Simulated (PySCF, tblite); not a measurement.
# C2H11N3Si2: a rotation path, then NMR shifts on frames, part 2 of 2

tblite 0.8.0 and PySCF 2.14.0. Atoms count from 0. Earlier steps stand in the parts before.

**4. NMR shieldings: image 1, PBE0/pcSseg-1**

The job: settings as JSON, then the geometry in Å.

```
{"job": {"kind": "nmr", "xc": "PBE0", "basis": "pcSseg-1", "pop": false}, "charge": 0, "multiplicity": 1}
C     -2.239200    -0.067500    -1.026100
C     -1.168800    -0.935800    -0.374400
N     -0.139200    -0.146400     0.234600
Si    -0.209100     1.244800     1.272900
N      1.517900     1.042400     1.329700
Si     1.561400    -0.461500     0.442700
N      2.366600    -0.588300    -1.069400
H     -2.722000     0.550000    -0.272300
H     -2.989800    -0.688700    -1.509300
H     -1.786700     0.584600    -1.768800
H     -0.705900    -1.579800    -1.129000
H     -1.648400    -1.591600     0.370300
H     -0.897600     1.038500     2.547300
H     -0.626700     2.481900     0.616200
H      2.197500     1.466400     1.933000
H      1.951600    -1.627800     1.226000
H      3.340400    -0.839200    -1.076300
H      2.189100     0.124300    -1.758800
```

Level: GIAO PBE0/pcSseg-1 NMR shielding, non-relativistic, gas phase.

The log of the run:

```text
coarse grid: 15432 points
cycle   1  E = -825.4547620632  dE =  8.346e-01  |g| = 7.242e-01  |ddm| = 3.851e+00
cycle   2  E = -825.3486380002  dE =  1.061e-01  |g| = 9.994e-01  |ddm| = 1.516e+00
cycle   3  E = -825.5682779672  dE = -2.196e-01  |g| = 7.705e-02  |ddm| = 9.963e-01
cycle   4  E = -825.5692397187  dE = -9.618e-04  |g| = 3.966e-02  |ddm| = 9.028e-02
cycle   5  E = -825.5695657009  dE = -3.260e-04  |g| = 9.065e-03  |ddm| = 3.498e-02
cycle   6  E = -825.5695809270  dE = -1.523e-05  |g| = 2.999e-03  |ddm| = 9.014e-03
cycle   7  E = -825.5695829578  dE = -2.031e-06  |g| = 4.983e-04  |ddm| = 2.696e-03
final grid: 138336 points
cycle   8  E = -825.6018762992  dE = -2.620e-05  |g| = 9.252e-03  |ddm| = 2.201e-02
cycle   9  E = -825.6018623765  dE =  1.392e-05  |g| = 1.226e-02  |ddm| = 1.760e-02
cycle  10  E = -825.6018957295  dE = -3.335e-05  |g| = 8.709e-04  |ddm| = 1.016e-02
cycle  11  E = -825.6018958719  dE = -1.424e-07  |g| = 2.785e-04  |ddm| = 8.189e-04
cycle  12  E = -825.6018958869  dE = -1.497e-08  |g| = 7.565e-05  |ddm| = 2.486e-04
cycle  13  E = -825.6018958879  dE = -1.002e-09  |g| = 2.980e-05  |ddm| = 8.563e-05
cycle  14  E = -825.6018958881  dE = -2.001e-10  |g| = 4.456e-06  |ddm| = 2.897e-05
converged SCF energy = -825.6018958881

GIAO shielding tensors (ppm)
atom      isotropic    diamagn.    paramagn.     s11        s22        s33       span
  0 C      164.323     248.739     -84.416    149.161    159.612    184.197     35.036
  1 C      146.932     241.014     -94.082    127.547    142.126    171.123     43.576
  2 N      215.389     330.988    -115.599    161.360    215.213    269.594    108.234
  3 Si     382.744     882.508    -499.764    357.303    377.952    412.977     55.674
  4 N      233.899     325.668     -91.770    200.888    214.642    286.166     85.279
  5 Si     380.991     882.313    -501.322    349.685    378.945    414.344     64.659
  6 N      224.919     318.529     -93.611    203.445    208.538    262.772     59.327
  7 H       30.675      30.816      -0.141     26.728     29.703     35.593      8.865
  8 H       30.481      28.325       2.156     26.308     27.343     37.793     11.485
  9 H       30.460      31.278      -0.818     27.023     29.073     35.283      8.260
 10 H       28.652      30.831      -2.179     22.931     29.325     33.701     10.770
 11 H       28.401      29.791      -1.389     22.456     27.803     34.945     12.489
 12 H       26.251      30.591      -4.340     23.265     23.792     31.696      8.431
 13 H       26.218      31.241      -5.023     22.939     23.912     31.803      8.864
 14 H       31.444      31.915      -0.472     24.271     25.845     44.215     19.944
 15 H       26.492      30.281      -3.789     22.770     24.369     32.338      9.568
 16 H       30.683      29.149       1.533     24.502     25.884     41.662     17.160
 17 H       30.572      33.114      -2.541     23.999     27.410     40.308     16.309
```

Wall time 19 s (1 thread of Intel Xeon 6975P-C, shared host); peak memory 0.85 GiB.

This run: δ C1 40.0, C0 22.6, N2 52.3, N6 42.8, H13 5.50, H12 5.47 ppm.

**5. Nuclear shieldings: image 4, PBE0/pcSseg-1**

The job: settings as JSON, then the geometry in Å.

```
{"job": {"kind": "nmr", "xc": "PBE0", "basis": "pcSseg-1", "pop": false}, "charge": 0, "multiplicity": 1}
C     -2.084600    -0.106300    -1.200000
C     -1.243100    -0.934500    -0.230400
N     -0.184300    -0.172600     0.362800
Si    -0.200900     1.200900     1.427200
N      1.529100     1.035900     1.345000
Si     1.535400    -0.438600     0.407800
N      2.234100    -0.489500    -1.161000
H     -2.549700     0.722700    -0.672100
H     -2.862100    -0.722300    -1.645900
H     -1.454100     0.293600    -1.990000
H     -0.798500    -1.777600    -0.766500
H     -1.901600    -1.341600     0.551500
H     -0.801600     0.937500     2.734500
H     -0.685000     2.452800     0.847900
H      2.243400     1.446100     1.917000
H      2.006600    -1.624400     1.113300
H      3.209200    -0.721500    -1.244900
H      1.998900     0.245700    -1.808100
```

Method: GIAO PBE0/pcSseg-1 NMR shielding, non-relativistic, gas phase.

The log of the run:

```text
coarse grid: 15432 points
cycle   1  E = -825.4548059383  dE =  8.288e-01  |g| = 7.246e-01  |ddm| = 3.848e+00
cycle   2  E = -825.3495260405  dE =  1.053e-01  |g| = 9.978e-01  |ddm| = 1.515e+00
cycle   3  E = -825.5685141479  dE = -2.190e-01  |g| = 7.695e-02  |ddm| = 9.952e-01
cycle   4  E = -825.5694786753  dE = -9.645e-04  |g| = 3.937e-02  |ddm| = 9.072e-02
cycle   5  E = -825.5698002845  dE = -3.216e-04  |g| = 9.183e-03  |ddm| = 3.524e-02
cycle   6  E = -825.5698160540  dE = -1.577e-05  |g| = 2.984e-03  |ddm| = 9.133e-03
cycle   7  E = -825.5698180551  dE = -2.001e-06  |g| = 5.066e-04  |ddm| = 2.696e-03
final grid: 138336 points
cycle   8  E = -825.6020078406  dE = -2.414e-05  |g| = 9.205e-03  |ddm| = 2.070e-02
cycle   9  E = -825.6019941354  dE =  1.371e-05  |g| = 1.217e-02  |ddm| = 1.762e-02
cycle  10  E = -825.6020271234  dE = -3.299e-05  |g| = 8.674e-04  |ddm| = 1.015e-02
cycle  11  E = -825.6020272654  dE = -1.420e-07  |g| = 2.704e-04  |ddm| = 8.167e-04
cycle  12  E = -825.6020272795  dE = -1.411e-08  |g| = 7.399e-05  |ddm| = 2.431e-04
cycle  13  E = -825.6020272804  dE = -9.643e-10  |g| = 2.915e-05  |ddm| = 8.353e-05
converged SCF energy = -825.6020272804

GIAO shielding tensors (ppm)
atom      isotropic    diamagn.    paramagn.     s11        s22        s33       span
  0 C      163.429     248.237     -84.808    146.173    159.929    184.186     38.014
  1 C      146.536     240.825     -94.289    124.506    144.513    170.590     46.083
  2 N      215.590     330.914    -115.324    169.551    212.900    264.317     94.766
  3 Si     382.444     882.444    -500.000    355.375    378.748    413.210     57.836
  4 N      234.126     325.560     -91.434    199.932    215.170    287.276     87.344
  5 Si     380.378     882.324    -501.947    349.488    378.348    413.297     63.809
  6 N      224.224     318.794     -94.569    202.733    207.467    262.473     59.739
  7 H       30.563      30.908      -0.344     26.701     29.570     35.419      8.718
  8 H       30.604      28.521       2.083     26.507     27.323     37.982     11.474
  9 H       30.571      31.400      -0.829     26.927     29.691     35.096      8.169
 10 H       28.736      30.659      -1.924     23.265     29.151     33.790     10.525
 11 H       28.502      29.738      -1.236     22.438     28.097     34.972     12.534
 12 H       26.318      30.469      -4.151     23.239     23.855     31.862      8.623
 13 H       26.163      31.182      -5.019     22.917     23.821     31.752      8.835
 14 H       31.464      31.845      -0.380     24.257     25.840     44.296     20.039
 15 H       26.517      30.232      -3.715     22.736     24.378     32.438      9.702
 16 H       30.677      29.304       1.373     24.487     25.917     41.627     17.140
 17 H       30.582      33.265      -2.682     24.063     27.429     40.255     16.192
```

Wall time 18 s (1 thread of Intel Xeon 6975P-C, shared host); peak memory 0.85 GiB.

In short: δ C1 40.4, C0 23.5, N2 52.1, N6 43.5, H13 5.55, H12 5.40 ppm.

**6. NMR shieldings: image 8, PBE0/pcSseg-1**

The job: settings as JSON, then the geometry in Å.

```
{"job": {"kind": "nmr", "xc": "PBE0", "basis": "pcSseg-1", "pop": false}, "charge": 0, "multiplicity": 1}
C     -1.695100    -0.310500    -1.433500
C     -1.409900    -0.843600    -0.028600
N     -0.282100    -0.203400     0.579700
Si    -0.170500     1.124000     1.691400
N      1.535400     0.992200     1.378700
Si     1.431500    -0.395100     0.319900
N      1.915500    -0.247000    -1.324800
H     -1.869300     0.762200    -1.391600
H     -2.570800    -0.796900    -1.857500
H     -0.836500    -0.500100    -2.072000
H     -1.226600    -1.923400    -0.087900
H     -2.289300    -0.684800     0.605300
H     -0.603900     0.773100     3.043000
H     -0.726400     2.399600     1.237700
H      2.310600     1.367200     1.892500
H      2.010100    -1.634400     0.823600
H      2.878200    -0.431500    -1.551700
H      1.590300     0.558800    -1.835800
```

With the program's defaults for keys left out, this is: GIAO PBE0/pcSseg-1 NMR shielding, non-relativistic, gas phase.

The log of the run:

```text
coarse grid: 15432 points
cycle   1  E = -825.4539452573  dE =  8.267e-01  |g| = 7.255e-01  |ddm| = 3.846e+00
cycle   2  E = -825.3500852030  dE =  1.039e-01  |g| = 9.959e-01  |ddm| = 1.523e+00
cycle   3  E = -825.5679450042  dE = -2.179e-01  |g| = 7.691e-02  |ddm| = 1.001e+00
cycle   4  E = -825.5689202940  dE = -9.753e-04  |g| = 3.864e-02  |ddm| = 9.204e-02
cycle   5  E = -825.5692286509  dE = -3.084e-04  |g| = 9.433e-03  |ddm| = 3.555e-02
cycle   6  E = -825.5692455873  dE = -1.694e-05  |g| = 2.932e-03  |ddm| = 9.546e-03
cycle   7  E = -825.5692475054  dE = -1.918e-06  |g| = 5.167e-04  |ddm| = 2.663e-03
final grid: 138336 points
cycle   8  E = -825.6013396528  dE = -2.645e-05  |g| = 9.491e-03  |ddm| = 2.205e-02
cycle   9  E = -825.6013246924  dE =  1.496e-05  |g| = 1.263e-02  |ddm| = 1.839e-02
cycle  10  E = -825.6013599475  dE = -3.526e-05  |g| = 8.993e-04  |ddm| = 1.069e-02
cycle  11  E = -825.6013601007  dE = -1.532e-07  |g| = 2.792e-04  |ddm| = 8.589e-04
cycle  12  E = -825.6013601159  dE = -1.521e-08  |g| = 7.621e-05  |ddm| = 2.622e-04
cycle  13  E = -825.6013601169  dE = -1.044e-09  |g| = 3.031e-05  |ddm| = 8.717e-05
cycle  14  E = -825.6013601171  dE = -2.051e-10  |g| = 4.581e-06  |ddm| = 2.986e-05
converged SCF energy = -825.6013601171

GIAO shielding tensors (ppm)
atom      isotropic    diamagn.    paramagn.     s11        s22        s33       span
  0 C      164.218     248.993     -84.775    144.779    162.246    185.628     40.849
  1 C      145.639     240.856     -95.217    122.579    143.816    170.522     47.943
  2 N      218.555     330.994    -112.440    175.549    210.972    269.143     93.594
  3 Si     381.909     882.497    -500.588    352.392    378.188    415.146     62.754
  4 N      234.704     325.539     -90.835    200.417    216.726    286.969     86.551
  5 Si     378.956     882.145    -503.189    353.335    372.757    410.775     57.440
  6 N      219.815     319.112     -99.297    198.944    204.486    256.015     57.072
  7 H       30.596      31.564      -0.968     27.501     29.228     35.060      7.559
  8 H       30.798      28.922       1.876     26.537     27.427     38.431     11.894
  9 H       30.131      31.789      -1.657     25.446     30.738     34.209      8.763
 10 H       28.535      29.935      -1.401     23.032     28.194     34.379     11.347
 11 H       28.907      30.012      -1.105     22.921     28.815     34.986     12.065
 12 H       26.341      30.218      -3.878     23.063     23.902     32.057      8.995
 13 H       26.142      31.051      -4.909     22.915     23.751     31.758      8.843
 14 H       31.478      31.833      -0.355     24.256     25.785     44.393     20.137
 15 H       26.488      30.213      -3.725     22.660     24.285     32.519      9.858
 16 H       30.550      29.581       0.969     24.481     25.770     41.398     16.917
 17 H       30.559      33.335      -2.776     24.488     27.730     39.460     14.972
```

It took 19 s on 1 thread of Intel Xeon 6975P-C, shared host; peak memory 0.87 GiB.

Key values: δ C1 41.3, C0 22.7, N2 49.2, N6 47.9, H13 5.58, H12 5.38 ppm.

**7. Side by side: NMR shifts**

Shifts (ppm) of some atoms, chosen among heavy atoms and hydrogens apart, with basis size and wall time:

| frame | C0 | H11 | H9 | N2 | N6 | N4 | Si5 | functions | time |
| --- | --- | --- | --- | --- | --- | --- | --- | --- | --- |
| image 0 | 22.1 | 3.33 | 1.28 | 51.4 | 42.5 | 34.3 | -31.8 | 188 | 26 s |
| image 1 | 22.6 | 3.32 | 1.26 | 52.3 | 42.8 | 33.8 | -31.8 | 188 | 19 s |
| image 4 | 23.5 | 3.21 | 1.15 | 52.1 | 43.5 | 33.6 | -31.2 | 188 | 18 s |
| image 8 | 22.7 | 2.81 | 1.59 | 49.2 | 47.9 | 33.0 | -29.8 | 188 | 19 s |

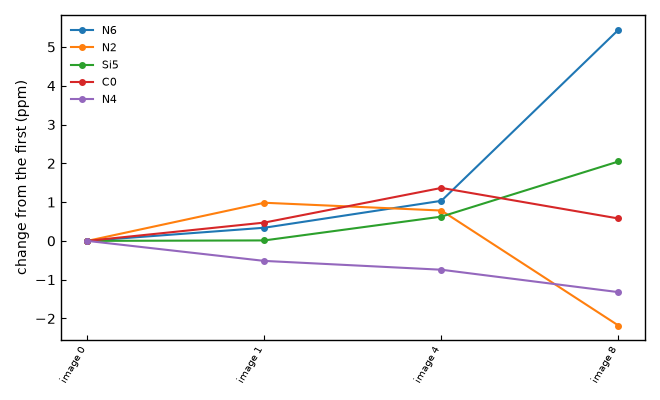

How five of the tabulated atoms move from run to run.

**8. Results**

The summary covers parts 1 to 2.

| quantity | value |
| --- | --- |
| end to end (GFN2-xTB) | -0.019 eV |
| ¹³C shifts against TMS (PBE0/pcSseg-1, image 0) | 40.0, 22.1 ppm |
| ¹H shifts against TMS (PBE0/pcSseg-1, image 0) | 5.50, 5.50, 5.24, 3.33, 3.11, 1.28, 1.27, 1.19, 1.04, 1.01, 0.30 ppm |
| ¹⁵N shifts against NH3 (PBE0/pcSseg-1, image 0) | 51.4, 42.5, 34.3 ppm |
| ²⁹Si shifts against TMS (PBE0/pcSseg-1, image 0) | -31.8, -33.9 ppm |
| surface potential, least and greatest | -1.22 V and 1.45 V |
| range of the shift of N6 | 42.5 to 47.9 ppm |

No image lies above the start, so the band shows no barrier. Shifts at one fixed geometry are not the observed spectrum, which averages over the motion. In the first frame run (image 0): The largest span, 114 ppm, is at N2, where the paramagnetic term is -115 ppm. In ppm, N6 moves most: its shift spreads over 5.4 ppm, from 42.5 (image 0) to 47.9 (image 8).
